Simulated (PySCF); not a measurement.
## BBr₃F (charge −1): geometry relaxation

System: BBr₃F, charge −1.
Method: PBE0-D3(BJ)/ma-def2-SVP geometry optimisation, gas phase (PySCF 2.14.0).

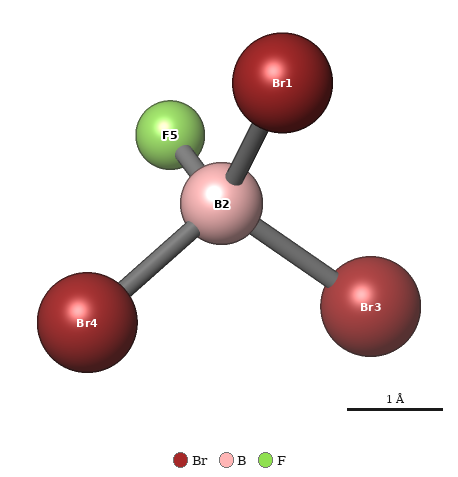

*The starting structure (ball-and-stick view, seen at a tilt; atoms are numbered from 1 in the order of the input).*

Bond lengths as drawn: B–Br 2.03 to 2.04 Å and B–F 1.36 Å.

### Summary

```json
{"quantity": "outcome", "value": "converged"}
{"quantity": "total energy", "value": "−7845.399965 hartree"}
{"quantity": "point group", "value": "C3v"}
{"quantity": "hardware", "value": "1 CPU thread, shared host"}
{"quantity": "wall time", "value": "34 s"}
{"quantity": "peak memory", "value": "0.64 GiB"}
```

### Input
```
{"job": {"xc": "PBE0", "basis": "ma-def2-SVP", "d3": "d3bj", "grid": 1, "kind": "geom"}, "charge": -1, "multiplicity": 1}
Br     1.855337    -0.411807    -0.446567
B     -0.003690     0.141369     0.166890
Br    -0.696729     1.646809    -1.013732
Br    -1.265010    -1.452084     0.057781
F      0.058889     0.574376     1.452734
```

The first line tells a small driver script what to run in PySCF; the rest is the geometry in Å.

Launch command:
```bash
OMP_NUM_THREADS=1 python <driver script> task.json out
```

### What the program printed
```
step   0  E = -7845.39973116  max force = 0.006020
step   1  E = -7845.39995896  max force = 0.000708
step   2  E = -7845.39996461  max force = 0.000344
optimisation converged
```

### Trajectory as extended XYZ (Å, eV, eV/Å), 3 frames, from step=0 to step=2
```
5
Properties=species:S:1:pos:R:3:forces:R:3 step=0 energy=-213484.20057
Br    1.8553   -0.4118   -0.4466    0.1788  -0.0681  -0.0861
B    -0.0037    0.1414    0.1669    0.0002  -0.0089  -0.0158
Br   -0.6967    1.6468   -1.0137   -0.0635   0.1348  -0.1618
Br   -1.2650   -1.4521    0.0578   -0.1267  -0.1692  -0.0459
F     0.0589    0.5744    1.4527    0.0112   0.1114   0.3096
5
Properties=species:S:1:pos:R:3:forces:R:3 step=1 energy=-213484.20677
Br    1.8715   -0.4452   -0.3917   -0.0317   0.0143   0.0122
B    -0.0069    0.1478    0.1755   -0.0044   0.0013  -0.0099
Br   -0.6572    1.6336   -1.0812    0.0201  -0.0364   0.0236
Br   -1.2882   -1.4499    0.0561    0.0219   0.0324   0.0051
F     0.0263    0.6133    1.4569   -0.0060  -0.0115  -0.0309
5
Properties=species:S:1:pos:R:3:forces:R:3 step=2 energy=-213484.20692
Br    1.8743   -0.4516   -0.3622   -0.0043   0.0038   0.0044
B    -0.0087    0.1490    0.1746    0.0008   0.0012   0.0057
Br   -0.6376    1.6205   -1.1043    0.0021  -0.0047   0.0046
Br   -1.2911   -1.4451    0.0560    0.0036   0.0070   0.0030
F     0.0091    0.6267    1.4519   -0.0022  -0.0072  -0.0177
```

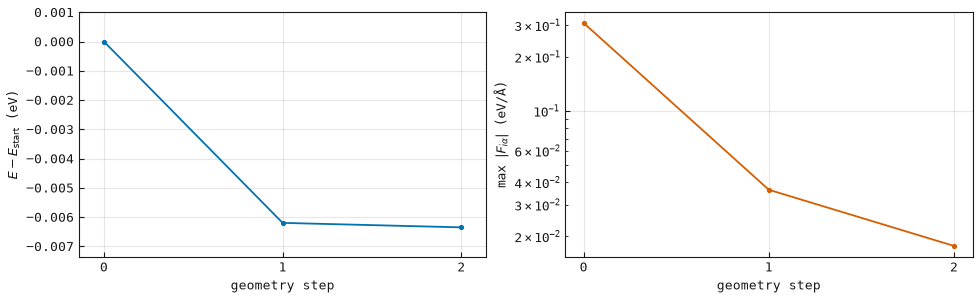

*Progress of the relaxation, step by step (steps are counted from 0).*

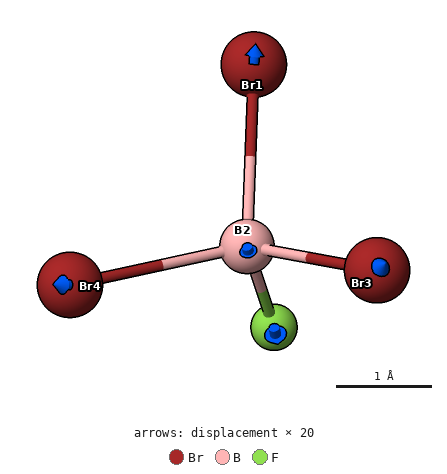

*The starting structure with the displacements as blue arrows, magnified 20 times (ball-and-stick view, seen at a tilt). The two geometries are laid on each other by the best rigid fit.*

After 2 geometry steps the energy has fallen by 0.006 eV. Largest force component: 0.31 eV/Å at the start, 0.018 eV/Å at the end. The atom that moves furthest after the best rigid fit is F5 (0.015 Å). By element the largest moves are F 0.015 Å, Br 0.012 Å, B 0.010 Å. Among the contacts that change: B2–Br4 2.035 → 2.049 Å, B2–Br3 2.035 → 2.049 Å, B2–F5 1.358 → 1.364 Å. (Atoms are counted from 1 in the order of the input.)
